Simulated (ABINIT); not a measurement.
**HfO2 (Fm-3m): refractive index against wavelength**

The refractive index of HfO2 (Fm-3m) below the direct gap (3.72 eV on the mesh) is read from one computed spectrum, n = √(Re ε).

It takes space group Fm-3m (No. 225, cubic). The conventional cell has a = 5.115 Å, b = 5.115 Å, c = 5.115 Å, α = 90.00°, β = 90.00°, γ = 90.00°. Hf on site a has 8 O at 2.21 Å as nearest neighbours. O on site c has 4 Hf at 2.21 Å as nearest neighbours.

Method: ABINIT 10.8.3, LDA, independent particles, k-mesh 11×11×11, Lorentzian half width 0.04 eV.

Launch of the response step: `optic optic.abi`. The run took 1.7 min, its band step included, on 4 threads of Arm Neoverse N1 (shared host).

| wavelength (nm) | photon energy E (eV) | n |
| --- | --- | --- |
| 1550 | 0.800 | 2.3201 |
| 1310 | 0.946 | 2.3243 |
| 1064 | 1.165 | ? |
| 850 | 1.459 | 2.3453 |
| 700 | 1.771 | 2.3635 |
| 633 | 1.959 | 2.3766 |
| 532 | 2.331 | 2.4085 |

In the single-oscillator model n² − 1 = E₀E_d/(E₀² − E²), so 1/(n² − 1) = E₀/E_d − E²/(E₀E_d) is linear in E².

Working, on the rows shown:

| x = E² (eV²) | y = 1/(n² − 1) |
| --- | --- |
| 0.639837 | 0.228161 |
| 0.895757 | 0.22715 |
| 2.12762 | 0.222201 |
| 3.13716 | 0.218049 |
| 3.83641 | 0.215136 |
| 5.43137 | 0.208295 |

Means: x̄ = 2.678, ȳ = 0.21983. Σ(x − x̄)(y − ȳ) = -0.06935, Σ(x − x̄)² = 16.77. Slope = -0.06935 / 16.77 = -0.004136; intercept = ȳ − slope · x̄ = 0.23091. Turned back into n, the line misses the rows shown by at most 0.00071.

Question: Predict the last column of the withheld row from the fit.

Answer: At x = 1.3578 the line gives y = 0.22529, that is 2.3321. The run gave 2.3320, so the interpolation is off by 9.8e-05, 0.1 % of the range in the table.

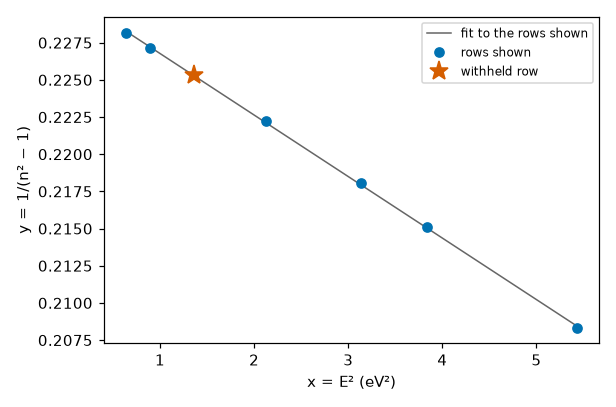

Refitted with all rows, the slope is -0.004137 and the intercept 0.23091. These give E₀ = √(intercept/−slope) = 7.47 eV and E_d = E₀/intercept = 32.4 eV; E₀ is 2.0 times the direct gap. The electronic limit at long wavelengths, without lattice vibrations, is n = √(1 + 1/intercept) = 2.309. Excitons are left out and so are local fields; LDA gaps are as a rule too small. The values come from a sum over the points of one k-mesh and carry its error, which grows as the direct gap shrinks. Spin-orbit coupling is left out.
